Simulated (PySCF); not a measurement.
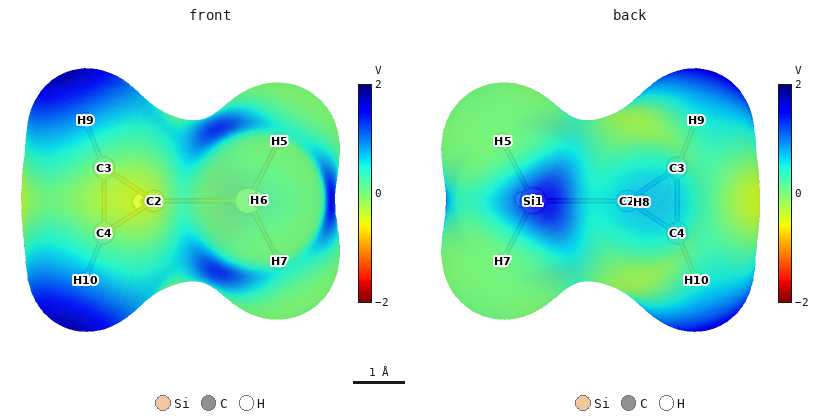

Figure. C3H6Si. The electrostatic potential painted on the density surface at 0.004 e/bohr³, seen from the front and from behind; the colour scale runs from red (negative) to blue (positive).

Geometry: GFN2-xTB.

All numbers below come from PBE0/pcSseg-1, SCF density, gas phase, non-relativistic in PySCF.

Input file:

```
{"job": {"kind": "nmr", "xc": "PBE0", "basis": "pcSseg-1"}, "charge": 0, "multiplicity": 1}
Si     1.412395     0.389325    -0.196018
C     -0.331109    -0.275168    -0.470621
C     -1.531962     0.307928     0.242650
C     -1.154073    -0.856290     0.659155
H      1.686730     1.460930    -1.156593
H      1.509239     0.909799     1.169015
H      2.386527    -0.687863    -0.389638
H     -0.521650    -0.692505    -1.462594
H     -2.184816     1.143899     0.281927
H     -1.262399    -1.695401     1.300188
```

Run with:

```sh
OMP_NUM_THREADS=1 python probes_run.py task.json out
```

Question: Where is the surface potential most negative and most positive?

Answer: The most negative region (about −0.4 V) lies over the π face of C3 and C4, the most positive (about +1.8 V) over H9 and H10.

Question: What dipole moment does the calculation give?

Answer: Its dipole moment is 1.11 D.
